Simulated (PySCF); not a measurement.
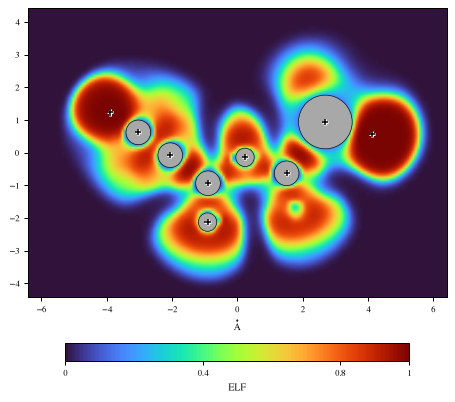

The ELF on a plane through atoms (crosses mark nuclei in the plane; grey discs cover the cores).

Method: PySCF, CAM-B3LYP/def2-SVPD, SCF density, gas phase.

Candidates:
A. C₂H₁₀OSi₃ (SMILES CC(=O)[SiH]([SiH3])[SiH3])
B. C₄H₄GeO₃ (SMILES C#CC(=O)O[C](=O)[GeH3])

### Which system is this?

Candidate B: C₄H₄GeO₃ on the plane of atoms C2, C3 and O4, which holds C, O, Ge and H. C–O (1.19 Å): the ELF peaks at about 0.85 between the atoms (a multiple bond). C–C (1.20 Å): the ELF peaks at about 0.85 between the atoms: a short, multiple covalent bond.
